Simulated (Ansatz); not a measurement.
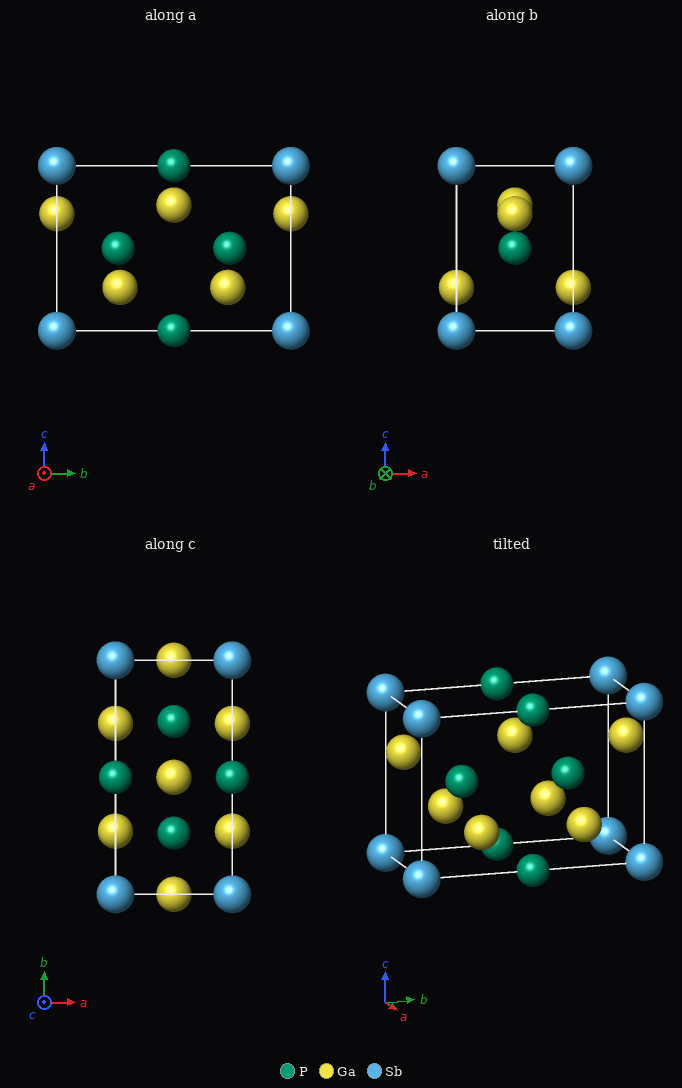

The crystal in a spheres-only representation, seen along the a axis, along the b axis, along the c axis and slightly off an axis. Lines trace the edges of the conventional unit cell.

Lattice parameters: a = 4.016 Å, b = 8.039 Å, c = 5.669 Å, α = 90.00°, β = 90.00°, γ = 90.00°. Put a along x and b in the xy plane.

Put the structure into a POSCAR file, with free fractional coordinates to two decimals.

Answer.
```
P Ga Sb
1.0
     4.016    0.000    0.000
     0.000    8.039    0.000
     0.000    0.000    5.669
P Ga Sb
3 4 1
Direct
  0.50 0.74 0.50
  0.00 0.50 0.00
  0.50 0.26 0.50
  0.00 0.73 0.26
  0.50 0.50 0.76
  0.00 0.27 0.26
  0.50 0.00 0.71
  0.00 0.00 0.00
```

The structure was taken from a structure type filled with these elements by a generator (whether the compound takes this form wasn't checked). It is drawn as it came out of a relaxation with DFT, PBE, plane waves, PAW (Ansatz).
